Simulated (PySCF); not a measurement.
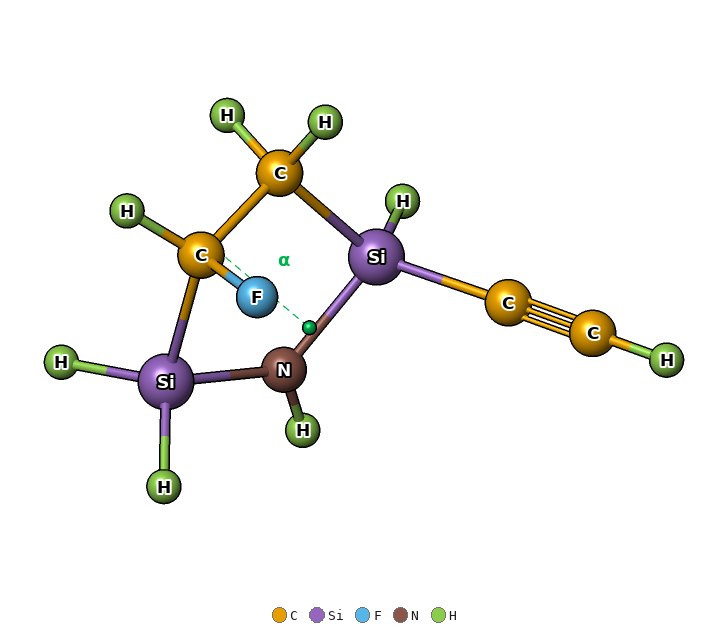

The small points mark where nucleus-independent chemical shifts (NICS) were computed: at the centre of each lettered ring and 1 Å above and below it. The computed structure is the end point of a GFN2-xTB optimisation. No frequency run is at hand to confirm it as a minimum. Level of theory: GIAO PBE0/pcSseg-1 NMR shielding, non-relativistic, gas phase (PySCF 2.14.0).

Give NICS(0), NICS(1) and the out-of-plane component NICS(1)zz for each ring (means of the two sides).

```
ring  members  NICS(0)  NICS(1)  NICS(1)zz
   α   C2NSi2     −4.2     −2.7       −1.5
```

Values in ppm.

### What do the values say about the ring currents?

Ring α: weak, as in a non-aromatic ring. NICS is one index among several.

The geometry is semi-empirical. Around Si such bond lengths and angles can be off by a tenth of an ångström or more and by several degrees, and values that hang on the shape move with them.
